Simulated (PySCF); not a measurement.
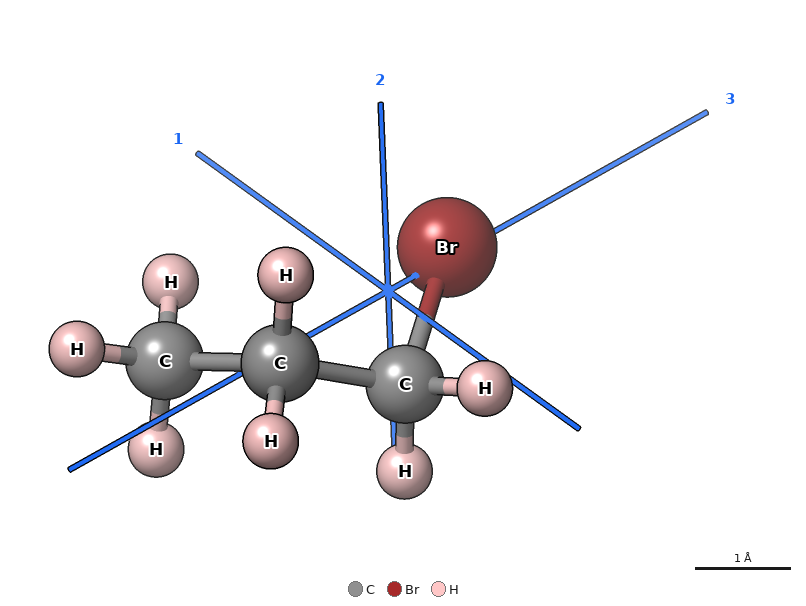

The three principal axes of inertia are drawn and numbered. Depth is shown by fading: the farther an atom, the more it takes the colour of the background. Computed geometry: PBE0-D3(BJ)/def2-SVP optimisation. No frequency run is at hand to confirm it as a minimum. Masses are those of the most abundant isotopes; constants are for the rigid equilibrium geometry.

> Which line is the a axis (least moment of inertia), which b and which c?

a is line 3, b is line 1, c is line 2; the moments are 45.7, 222, 250 u Å².

> Classify the rotor and give the rotational constants (GHz).

An asymmetric top (C1): A = 11.1, B = 2.28, C = 2.02 GHz. Ray's parameter κ is −0.94, close to the prolate limit.
